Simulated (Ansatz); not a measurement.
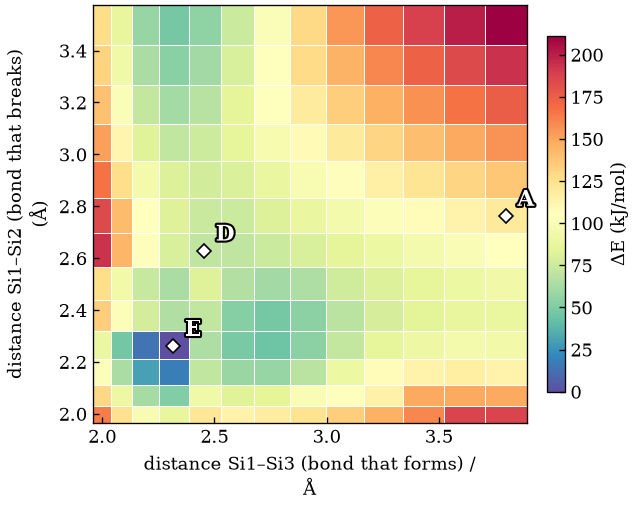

The reacting system H6Si3 (one molecule; an intramolecular 1,2-shift). 
- Coordinates scanned: (1) distance Si1–Si3 (bond that forms); (2) distance Si1–Si2 (bond that breaks).
- Relaxed at each point: all other coordinates.
- Grid: 13 × 13 points.
- Points are written as (first, second).
- Energies are in kJ/mol, from the lowest grid point.
- Energies and slopes of some neighbouring points disagree (a jump in structure or state, or too coarse a mesh). The reference is spin-restricted, so regions where a bond is pulled apart into radicals lie too high.
- These are results of Ansatz, RKS PBE-D4/def2-SVP, not measurements.

Drawn: one coloured cell a grid point, lettered points.

**Is E the lowest point of the computed grid?**

Yes. E, at (2.316 Å, 2.263 Å), has the lowest energy of the grid.

**Rank the lettered points by energy, lowest first.**

E (0 kJ/mol), D (71 kJ/mol), A (120 kJ/mol).
